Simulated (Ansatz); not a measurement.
# AlGaH (quartet): one geometry, many settings at scale of all distances = 2.425

What do other methods and options give for AlGaH (quartet) at this geometry, and how long do they take?

The runs use Ansatz 0.2.0, Gaussian basis; the settings change from run to run.

12 further runs of the same task are left out: 8 that didn't finish, 4 set aside as unsound or not needed.

**1. The geometry**

The geometry derives from a PBE0/def2-TZVP stationary point (not a proven minimum). All distances are scaled together. No spin-orbit coupling is included. The filled d shell of Ga may be among the frozen orbitals whatever the setting's name suggests; the logs give the count.

3 atoms, charge 0, spin multiplicity 4.

Atoms are counted from 1 here; the program's logs count them from 0.

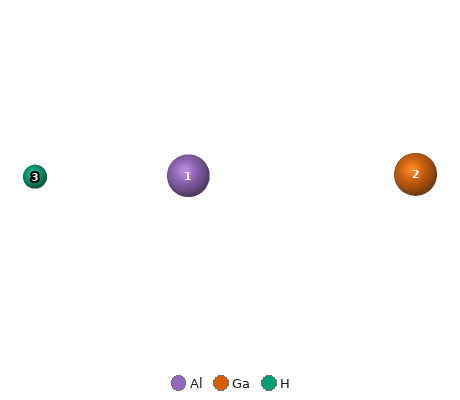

The geometry (aluminium purple, gallium orange, hydrogen teal); atoms are numbered from 1 in the order of the file.

Coordinates:

| atom | x (Å) | y (Å) | z (Å) |
| --- | --- | --- | --- |
| Al1 | 0.0000 | 0.0000 | 0.6157 |
| Ga2 | 0.0000 | 0.0000 | -5.0675 |
| H3 | 0.0000 | 0.0000 | 4.4518 |

**2. NEVPT2(11,8)/6-31G**

in.yaml reads:

```yaml
crystal:
  periodic: [false, false, false]
  atoms:
    - {symbol: Al, position_ang: [0.000000, 0.000000, 0.615707]}
    - {symbol: Ga, position_ang: [0.000000, 0.000000, -5.067522]}
    - {symbol: H, position_ang: [0.000000, 0.000000, 4.451815]}
basis:
  gaussian: {orbitals: 6-31G, fitting: {mean_field: def2-universal-jkfit}}
magnetization: {spin_polarized: false, initial_magnetization: 3}
correlation: {method: sc_nevpt2, electrons: valence, active_space: {window: {electrons: 11, orbitals: 8}}}
```

Launch:

```sh
> ansatz run in.yaml --threads 1 --pin off --events-out ev --progress --plain --max-ram 2393MiB
```

Standard output (excerpt; [...] marks lines left out):

```text
Functional definition: HF
  name "HF"
  cite "Fock, Z. Phys. 61, 126 (1930) doi:10.1007/BF01340294"
  parent pbe
[...]
412 factors; integrals over basis functions are off by at most 1.9e-1 eV
[...]
mean field -58919.41917996 eV, -2165.2487178466 hartree, gradient 4.8e-7 eV, S^2 3.750000; 19 other end points of the search recorded, 0 dependent functions left out
reference -58919.41917996 eV, -2165.2487178466 hartree; 24, 21 occupied and 20, 23 virtual orbitals, 412 factors
state -58919.76650758 eV, -2165.2614819013 hartree
state -58919.76650758 eV, -2165.2614819013 hartree; corrected -58924.85916280 eV, -2165.4486335288 hartree
state -58919.75837603 eV, -2165.2611830723 hartree
state -58919.75837603 eV, -2165.2611830723 hartree; corrected -58924.82138249 eV, -2165.4472451281 hartree
state -58919.76650758 eV, -2165.2614819013 hartree; corrected -58924.85916280 eV, -2165.4486335288 hartree
state -58919.75801598 eV, -2165.2611698408 hartree
state -58919.75801598 eV, -2165.2611698408 hartree; corrected -58924.83675643 eV, -2165.4478101097 hartree
state -58919.76650758 eV, -2165.2614819013 hartree; corrected -58924.85916280 eV, -2165.4486335288 hartree
WARN: 3 active orbitals are nearly empty or full. The corrections depend on them more than the energy does, and are more stable in an active space without them
Total energy: -58924.85916280 eV, -2165.4486335288 hartree
```

Run time: 34 s. Hardware: 1 thread of Arm Neoverse V2, shared host.

From the report: 140 determinants; active occupations 2.00, 2.00, 2.00, 1.95, 1.00, 1.00, 1.00, 0.05. The report marks this result as in doubt.

**3. NEVPT2(5,5)/6-31G**

in.yaml reads:

```yaml
crystal:
  periodic: [false, false, false]
  atoms:
    - {symbol: Al, position_ang: [0.000000, 0.000000, 0.615707]}
    - {symbol: Ga, position_ang: [0.000000, 0.000000, -5.067522]}
    - {symbol: H, position_ang: [0.000000, 0.000000, 4.451815]}
basis:
  gaussian: {orbitals: 6-31G}
magnetization: {spin_polarized: false, initial_magnetization: 3}
correlation: {method: sc_nevpt2, electrons: outside_noble_gas, active_space: {window: {electrons: 5, orbitals: 5}}}
accuracy: high
```

Same command.

Standard output (excerpt; [...] marks lines left out):

```text
Functional definition: HF
  name "HF"
  cite "Fock, Z. Phys. 61, 126 (1930) doi:10.1007/BF01340294"
  parent pbe
[...]
697 factors; integrals over basis functions are off by at most 2.6e-8 eV
[...]
mean field -58919.42374463 eV, -2165.2488855952 hartree, gradient 2.9e-8 eV, S^2 3.750000; 20 other end points of the search recorded, 0 dependent functions left out
reference -58919.42374463 eV, -2165.2488855952 hartree; 24, 21 occupied and 20, 23 virtual orbitals, 697 factors
state -58919.77105723 eV, -2165.2616490981 hartree
state -58919.77105723 eV, -2165.2616490981 hartree; corrected -58920.48590197 eV, -2165.2879191577 hartree
Total energy: -58920.48590197 eV, -2165.2879191577 hartree
```

Wall time 16 s (1 thread of Arm Neoverse V2, shared host).

From the report: 12 determinants; active occupations 1.95, 1.00, 1.00, 1.00, 0.05.

**4. MRCISD+Q(3,5)/6-31G**

in.yaml, as its differences from that of step 3:

```diff
@@ -9,3 +9,2 @@
 magnetization: {spin_polarized: false, initial_magnetization: 3}
-correlation: {method: sc_nevpt2, electrons: outside_noble_gas, active_space: {window: {electrons: 5, orbitals: 5}}}
-accuracy: high
+correlation: {method: fic_mrcisd_q, electrons: outside_noble_gas, active_space: {window: {electrons: 3, orbitals: 5}}}
```

The command is unchanged.

Standard output (excerpt; [...] marks lines left out):

```text
Functional definition: HF
  name "HF"
  cite "Fock, Z. Phys. 61, 126 (1930) doi:10.1007/BF01340294"
  parent pbe
[...]
424 factors; integrals over basis functions are off by at most 3.3e-4 eV
[...]
mean field -58919.42365059 eV, -2165.2488821395 hartree, gradient 2.2e-6 eV, S^2 3.750000; 23 other end points of the search recorded, 0 dependent functions left out
reference -58919.42365059 eV, -2165.2488821395 hartree; 24, 21 occupied and 20, 23 virtual orbitals, 424 factors
state -58919.43305182 eV, -2165.2492276282 hartree
contracted CI cycle   1: correlation 0.00000000 eV, 0.0000000000 hartree, residual 5.83e0 eV
contracted CI cycle   2: correlation -1.46529479 eV, -0.0538485904 hartree, residual 1.68e0 eV
contracted CI cycle   3: correlation -1.53245668 eV, -0.0563167441 hartree, residual 4.46e-1 eV
contracted CI cycle   4: correlation -1.53695845 eV, -0.0564821811 hartree, residual 1.14e-1 eV
contracted CI cycle   5: correlation -1.53731539 eV, -0.0564952986 hartree, residual 4.43e-2 eV
contracted CI cycle   6: correlation -1.53736755 eV, -0.0564972153 hartree, residual 1.22e-2 eV
contracted CI cycle   7: correlation -1.53737101 eV, -0.0564973427 hartree, residual 3.21e-3 eV
contracted CI cycle   8: correlation -1.53737129 eV, -0.0564973529 hartree, residual 1.15e-3 eV
state -58919.43305182 eV, -2165.2492276282 hartree; corrected -58921.10333337 eV, -2165.3106093432 hartree
Total energy: -58921.10333337 eV, -2165.3106093432 hartree
```

It took 12 s on 1 thread of Arm Neoverse V2, shared host.

From the report: 6 determinants; active occupations 1.00, 0.92, 0.92, 0.08, 0.08.

**5. NEVPT2(3,7)/cc-pVDZ**

in.yaml reads:

```yaml
crystal:
  periodic: [false, false, false]
  atoms:
    - {symbol: Al, position_ang: [0.000000, 0.000000, 0.615707]}
    - {symbol: Ga, position_ang: [0.000000, 0.000000, -5.067522]}
    - {symbol: H, position_ang: [0.000000, 0.000000, 4.451815]}
basis:
  gaussian: {orbitals: cc-pVDZ}
magnetization: {spin_polarized: false, initial_magnetization: 3}
correlation: {method: sc_nevpt2, electrons: outside_noble_gas, active_space: {window: {electrons: 3, orbitals: 7}}}
output: {forces: true}
```

The command is unchanged.

Standard output (excerpt; [...] marks lines left out):

```text
Functional definition: HF
  name "HF"
  cite "Fock, Z. Phys. 61, 126 (1930) doi:10.1007/BF01340294"
  parent pbe
[...]
551 factors; integrals over basis functions are off by at most 2.8e-4 eV
[...]
mean field -58927.88202406 eV, -2165.5597216312 hartree, gradient 4.3e-6 eV, S^2 3.750000; 17 other end points of the search recorded, 0 dependent functions left out
reference -58927.88202406 eV, -2165.5597216312 hartree; 24, 21 occupied and 26, 29 virtual orbitals, 551 factors
state -58927.89154367 eV, -2165.5600714704 hartree
state -58927.89154367 eV, -2165.5600714704 hartree; corrected -58929.71966547 eV, -2165.6272537074 hartree
WARN: 2 active orbitals are nearly empty or full. The corrections depend on them more than the energy does, and are more stable in an active space without them
[...]
Total energy: -58929.71966547 eV, -2165.6272537074 hartree
Atom 0 at     0.000000     0.000000     0.615707 Å, force    -0.000000    -0.000000    -0.071429 eV/Å
Atom 1 at     0.000000     0.000000    -5.067522 Å, force    -0.000000     0.000000     0.053821 eV/Å
Atom 2 at     0.000000     0.000000     4.451815 Å, force     0.000000     0.000000     0.017608 eV/Å
Dipole moment:     0.000000     0.000000    -0.043883 e Å
```

Wall time 28 s (1 thread of Arm Neoverse V2, shared host).

From the report: 19 determinants; active occupations 1.00, 0.93, 0.93, 0.07, 0.07, 0.00, 0.00. The report marks this result as in doubt.

**6. All runs side by side**

Where basis and cores are those of an earlier FCI/6-31G run (-58921.0469 eV), and the state is the same kind, the miss against it is given. † marks a result that the program doubts.

| level | correlated | functions | energy (eV) | from FCI (meV) | time |
| --- | --- | --- | --- | --- | --- |
| NEVPT2(11,8)/6-31G † | valence | 44 | -58924.8592 |  | 34 s |
| NEVPT2(5,5)/6-31G | outside noble gas | 44 | -58920.4859 | 561.0 | 16 s |
| MRCISD+Q(3,5)/6-31G | outside noble gas | 44 | -58921.1033 | -56.4 | 12 s |
| NEVPT2(3,7)/cc-pVDZ † | outside noble gas | 50 | -58929.7197 |  | 28 s |

**7. What came out**

| quantity | value |
| --- | --- |
| runs | 4 |
| quickest | MRCISD+Q(3,5)/6-31G, 12 s |
| slowest | NEVPT2(11,8)/6-31G †, 34 s |

In words: Total energies in different bases, with other cores or another treatment of relativity can't be set against each other. NEVPT2(11,8)/6-31G † took 3 times as long as MRCISD+Q(3,5)/6-31G; the jobs differ in more than the method. Among the correlated runs with a miss given, it spans -56 to +561 meV.
